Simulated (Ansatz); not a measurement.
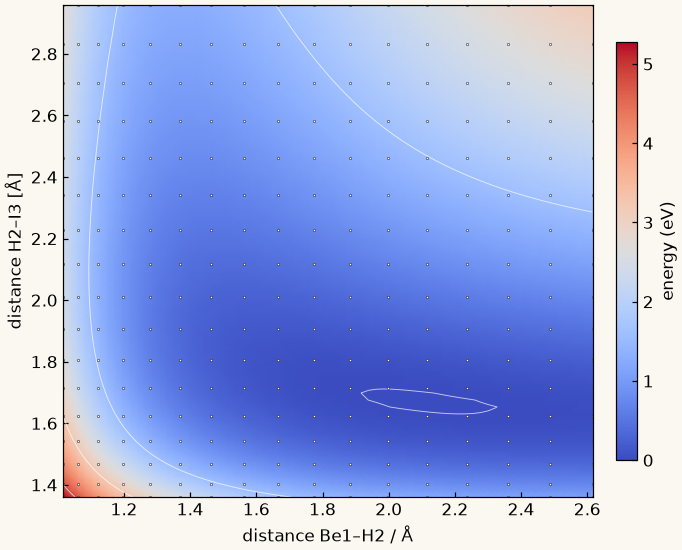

The system Be + HI. Coordinates scanned: (1) distance Be1–H2; (2) distance H2–I3. Nothing is relaxed (the angle Be1–H2–I3 is fixed at 180 degrees). The grid has 17 × 17 points. Points are written as (first, second). Energies are in eV, from the lowest grid point. The reference is spin-restricted, so regions where a bond is pulled apart into radicals lie too high. Method: Ansatz, RKS PBE0-D4/def2-SVPD.

In the figure: a smooth colour map with a few white contour lines, dots at the grid points. Between grid points the surface is interpolated.

The lowest grid point is at (1.999 Å, 1.713 Å). Other grid points that lie below all their neighbours: (2.237 Å, 1.624 Å) (0.0031 eV higher). The highest grid point, (1.016 Å, 1.360 Å), lies 5.28 eV above the lowest.

The level of theory is changed to RHF/def2-TZVPD in Ansatz 0.2.0; with it change the reference geometry, relaxed at the new level.

What does this change do to the map?

The minimum (interpolated where it lies between grid points) moves from (1.999 Å, 1.713 Å) to (2.616 Å, 1.624 Å). The span from the lowest to the highest grid point grows from 5.28 to 5.79 eV.

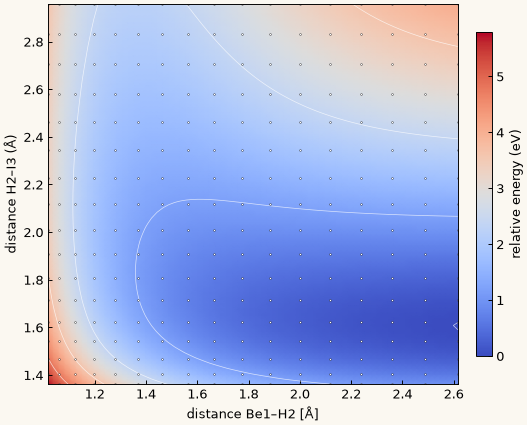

The map after the change, on a colour scale of its own. The picture shows a smooth colour map with a few white contour lines, dots at the grid points. Between grid points the surface is interpolated.
